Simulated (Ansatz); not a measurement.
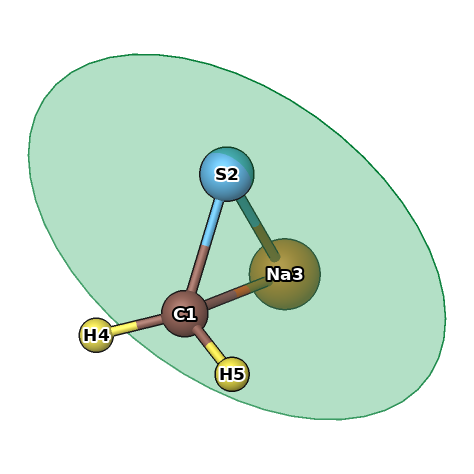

A disc through the centre of mass is drawn in. Depth is shown by fading: the farther an atom, the more it takes the colour of the background. The species is neutral and a spin doublet. Computed geometry: PBE0-D4/def2-TZVP optimisation. No frequency run is at hand to confirm it as a minimum.

**Is the plane of the disc a mirror plane of the structure?**

No. The point group is Cs, with 1 mirror plane, and this plane isn't one of its mirror planes.
